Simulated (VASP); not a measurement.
Band structure of TeWS. Method: PBEsol GGA, VASP's PBE PAW potentials (set 64) (plane waves; VASP 6.6.1).

The cell holds a wide vacuum, so values per volume refer to the whole cell. Unless said otherwise, spin-orbit coupling is left out, though it shifts the bands of the heavy elements here.

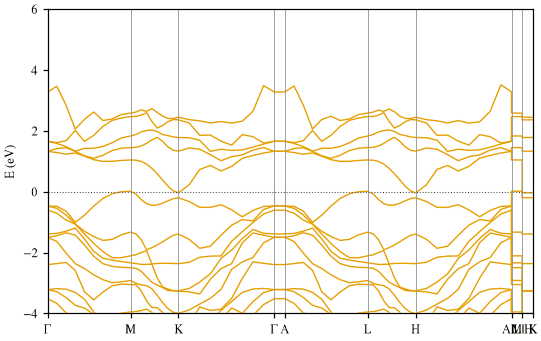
*Bands along high-symmetry lines, zero at the valence-band maximum or, without a gap, the Fermi level*

Question: Read the plot: is there a gap, and where are the band edges?

Answer: It has no gap at this level: it comes out as a metal or semimetal. (Edges off the drawn lines would not show.)

The cell is a sheet with vacuum, built from a database entry that may be metastable or hypothetical.
